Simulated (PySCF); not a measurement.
```xyz
19

C    -0.3706    2.8232    0.8406
C    -0.6169    1.7499    0.3321
C    -0.8984    0.4578   -0.2650
C    -1.9300   -0.3714    0.4743
C    -1.6839   -1.6719    0.6840
C    -0.3885   -2.2696    0.2030
Si    0.5947   -0.7488   -0.3035
O     1.7425   -0.4395    0.8507
C     2.7284    0.5561    0.8053
H    -0.1575    3.7770    1.2853
H    -1.2305    0.6204   -1.3101
H    -2.8539    0.1060    0.8155
H    -2.4174   -2.3004    1.2011
H    -0.5500   -2.9623   -0.6421
H     0.1229   -2.8485    0.9901
H     1.2458   -0.7772   -1.6510
H     3.5323    0.2897    1.5091
H     3.1752    0.6532   -0.2016
H     2.3183    1.5372    1.0959
```

Geometry: PBE0-D3(BJ)/def2-SVP.

All numbers below come from PBE0/pcSseg-1, SCF density, gas phase, non-relativistic (PySCF).

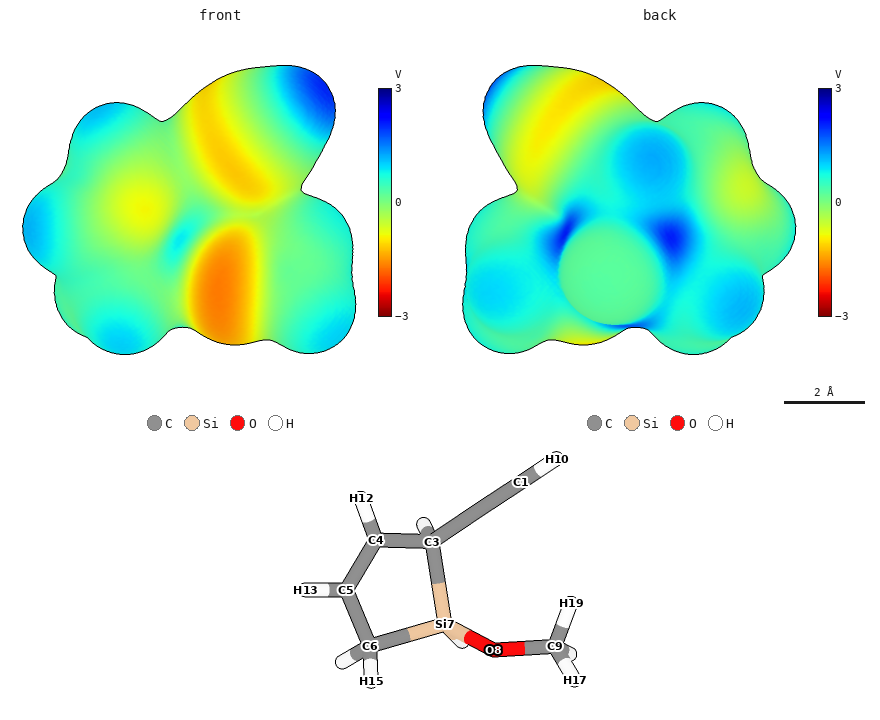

C$_{7}$H$_{10}$OSi. The electrostatic potential painted on the density surface at 0.004 e/bohr³, seen from the front and from behind; the colour scale runs from red (negative) to blue (positive). The bare structure is drawn below in the same view.

Question: Describe the electrostatic potential map.

Answer: The most negative region (about −1.6 V, or −37 kcal/mol for a unit charge) lies over O8, the most positive (about +2.0 V, or +46 kcal/mol for a unit charge) over Si7 and H10. O8 is the likeliest acceptor of a hydrogen bond.

Question: How polar is the molecule by this calculation?

Answer: Its dipole moment is 0.87 D.
